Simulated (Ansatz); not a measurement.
## Electronic structure of CHAlB (SMILES [b]1[cH][Al+]1) (charge +1) in real space

The calculation's input:

```
crystal:
  periodic: [false, false, false]
  atoms:
    - {symbol: C, position_ang: [0.354599, 0.100111, -0.434937]}
    - {symbol: Al, position_ang: [-0.853454, -1.046517, 0.557296]}
    - {symbol: B, position_ang: [0.572275, -1.265388, -0.756995]}
    - {symbol: H, position_ang: [0.667320, 1.132975, -0.624696]}
basis:
  gaussian: {orbitals: def2-TZVPD}
total_charge: 1
magnetization: {spin_polarized: false, initial_magnetization: 0}
hamiltonian: {xc: {name: PBE0}}
output: {forces: true, orbitals: {seedname: orbitals}}
```

Run with:

```sh
ansatz run input.yaml --threads 1 --pin off --max-ram 2610MiB --events-out events.jsonl --progress --plain --runs-dir runs
```

Geometry: B3LYP-D3(BJ)/def2-SVP.

The calculation used Ansatz 0.2.0, isolated molecule in a Gaussian basis; Kohn-Sham density functional theory, functional PBE0.

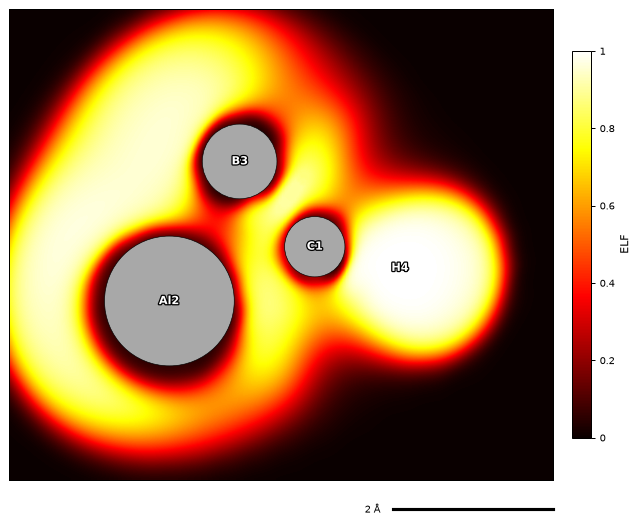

Figure 1. Electron localisation function on the molecular plane. Grey discs cover the atomic cores.

Question: Read the bonding off the picture.

Answer: Atoms in the plane: C, Al, B and H. C–B (1.42 Å): the ELF peaks at about 0.90 between the atoms: localised, covalent bonding. C–Al (1.94 Å): the ELF peaks at about 0.80 in the valence shell of C, 0.7 Å from its nucleus, and is about 0.65 at the midpoint. Al–B (1.95 Å): the ELF is about 0.30 at the midpoint. C–H (1.10 Å): the ELF climbs to about 1 towards the hydrogen, as it does in any bond to H (an ordinary covalent bond to hydrogen). The ELF also peaks beside Al2 and B3, away from the bonds: lone-pair regions.

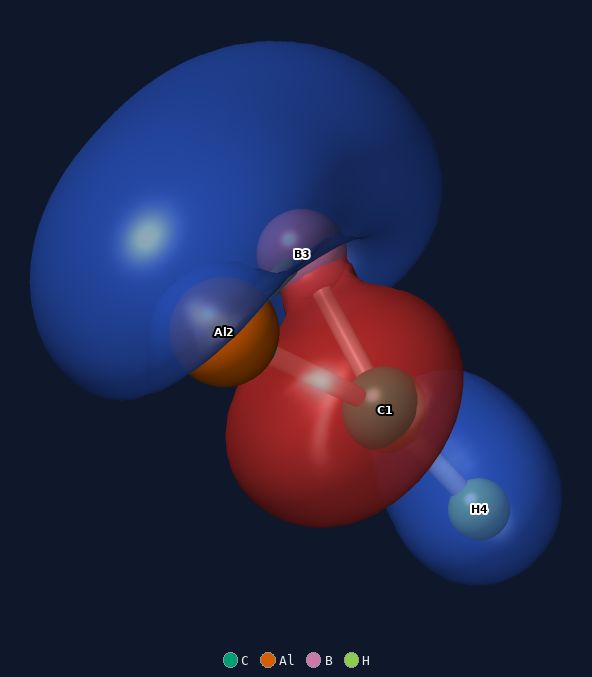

Figure 2. The HOMO−1 at ±0.1 Å⁻³ᐟ² (red and blue are the two phases), seen at an oblique angle.

Question: What is the character of this orbital?

Answer: Its weight (Hirshfeld) is mainly on B3 (about 50 %), Al2 (about 30 %) and C1 (about 20 %); it is symmetric in the molecular plane (an in-plane orbital: σ, lone-pair or in-plane π type). Its energy is −13.87 eV.

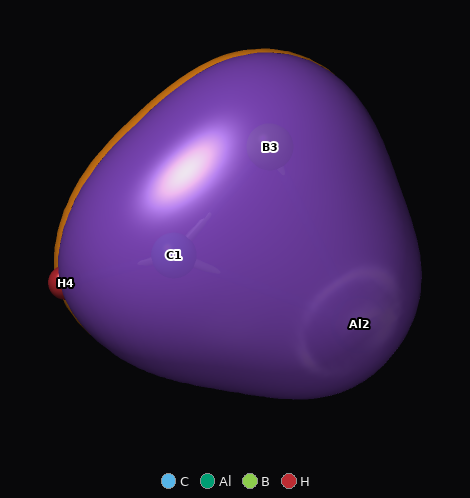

Figure 3. The HOMO at ±0.08 Å⁻³ᐟ² (orange and purple are the two phases), seen across its widest extent.

Question: What is the character of this orbital?

Answer: By Hirshfeld shares it lies mainly on C1 (about 45 %), B3 (about 30 %) and Al2 (about 20 %); it changes sign across the molecular plane (π type); π-bonding across C1–Al2, C1–B3 and Al2–B3. Its energy is −13.68 eV.
